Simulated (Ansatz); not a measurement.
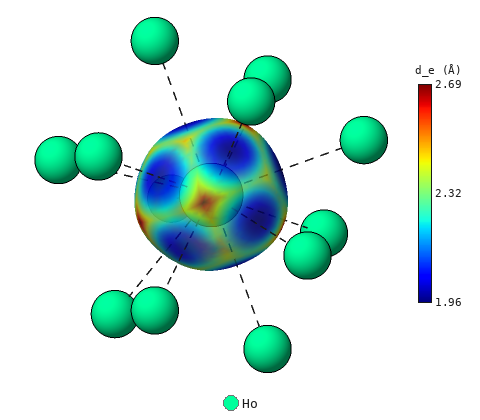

Hirshfeld surface computed for one Ho atom in Ho (P6_3/mmc, No. 194), coloured by d_e. Dashed lines lead to the closest neighbours outside.

The surface is where the fragment's share of the procrystal density (the sum of the densities of spherically averaged neutral Hartree-Fock atoms) equals one half. d_i and d_e are the distances from the surface to the nearest nucleus inside and outside. From Rb on the atoms have core potentials, so only their outer electrons count.

Origin of the cell: the geometry relaxed with Ansatz, DFT PBE, scalar-relativistic, plane waves, PAW.

```xyz
2
Lattice="3.6663 0.0000 0.0000 -1.8331 3.1751 0.0000 0.0000 0.0000 5.9037" Properties=species:S:1:pos:R:3 pbc="T T T"
Ho    0.0000    2.1167    4.4278
Ho    1.8331    1.0584    1.4759
```

### What is the shortest distance from the fragment to an atom outside it?

Ho–Ho, 3.63 Å.

### How is the surface shared among contacts (nearest atom inside ··· nearest atom outside)?

Ho···Ho 100 %. The surface faces 12 neighbours with more than 2 % of its area each: 12 Ho.

### Give the size and shape of the surface.

It encloses about 20.7 Å³, has an area of about 37 Å² and a globularity of 1.00 (1 for a sphere).
